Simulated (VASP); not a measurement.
Band structure of PtS$_{2}$ (1T layered). Computed with PBE GGA, VASP's PBE PAW potentials (set 64) (plane waves; VASP).

Without a dispersion term in the relaxation, distances and binding between the weakly bound layers, chains or molecules are unreliable, and so is what depends on them. Unless said otherwise, spin-orbit coupling is left out, though it shifts the bands of the heavy elements here.

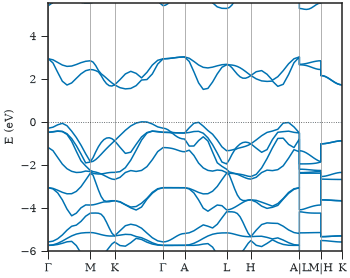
Figure: Bands along high-symmetry lines, zero at the valence-band maximum or, without a gap, the Fermi level

Task: Read the plot: is there a gap, and where are the band edges?

Result: The gap is indirect, 1.51 eV, from the valence maximum at K-Γ at 0.56 to the conduction minimum at A-L at 0.44. (Edges off the drawn lines would not show.)

The compound is PtS2 in the 1T layered structure. It was relaxed first, which changed the volume by +22 %.
